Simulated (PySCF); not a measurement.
Consider C₅H₁₁N₂Si (SMILES CC#C[CH][Si](C)(N)N) (doublet).

```yaml
atoms:
  - { symbol: C, position_ang: [3.6945, 0.8988, -0.3324] }
  - { symbol: C, position_ang: [2.5034, 0.1471, -0.0183] }
  - { symbol: C, position_ang: [1.5090, -0.5077, 0.2495] }
  - { symbol: C, position_ang: [0.3590, -1.1779, 0.5207] }
  - { symbol: Si, position_ang: [-1.3429, -0.4683, 0.1735] }
  - { symbol: C, position_ang: [-1.4816, 1.2826, 0.9143] }
  - { symbol: N, position_ang: [-1.8039, -0.2884, -1.4920] }
  - { symbol: N, position_ang: [-2.4342, -1.6846, 0.7499] }
  - { symbol: H, position_ang: [3.4964, 1.9699, -0.2675] }
  - { symbol: H, position_ang: [4.5025, 0.6441, 0.3555] }
  - { symbol: H, position_ang: [4.0238, 0.6698, -1.3486] }
  - { symbol: H, position_ang: [0.4559, -2.1772, 0.9203] }
  - { symbol: H, position_ang: [-0.6922, 1.9277, 0.5422] }
  - { symbol: H, position_ang: [-1.3986, 1.2616, 1.9967] }
  - { symbol: H, position_ang: [-2.4329, 1.7415, 0.6634] }
  - { symbol: H, position_ang: [-1.3437, 0.4352, -2.0200] }
  - { symbol: H, position_ang: [-1.8514, -1.1280, -2.0473] }
  - { symbol: H, position_ang: [-3.4021, -1.5844, 0.4910] }
  - { symbol: H, position_ang: [-2.3707, -1.9524, 1.7182] }
```

Geometry: GFN2-xTB.

The calculation used UKS B3LYP, pcH-1 on C H N Si, non-relativistic, mean-field spin-orbit, GIAO in PySCF.

Q: What can the converged electron density, electron localisation function and spin density tell about the bonding?

A: C–C (1.22 Å): ρ is about 2.6 e/Å³ halfway; the ELF peaks at about 0.85 between the atoms: a multiple bond.
Si–N (1.73 Å): ρ is about 1.1 e/Å³ halfway; the ELF peaks at about 0.90 between the atoms (a shared but strongly polarised pair).
C–Si (1.88 Å): the density is about 0.95 e/Å³ at the midpoint; the ELF peaks at about 0.95 between the atoms (localised, covalent bonding).
N–H (1.01 Å): ρ at the midpoint is about 2.8 e/Å³; the ELF climbs to about 1 towards the hydrogen, as it does in any bond to H (an ordinary covalent bond to hydrogen).
The unpaired spin (1 electron) lies mostly on C4 (about 0.5) and C2 (about 0.3), in electrons by Hirshfeld's partition.

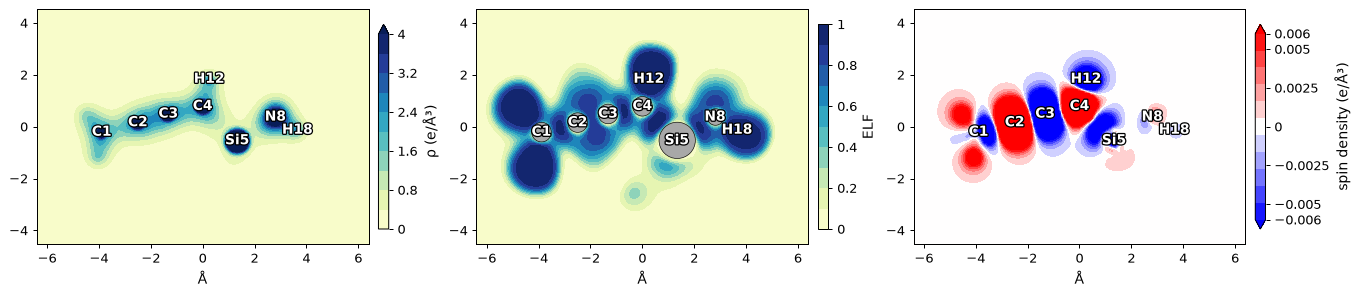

Computed electron density, electron localisation function and spin density on the plane of atoms Si5, C4 and H12, in this order. Grey discs cover the atomic cores in the ELF map. 
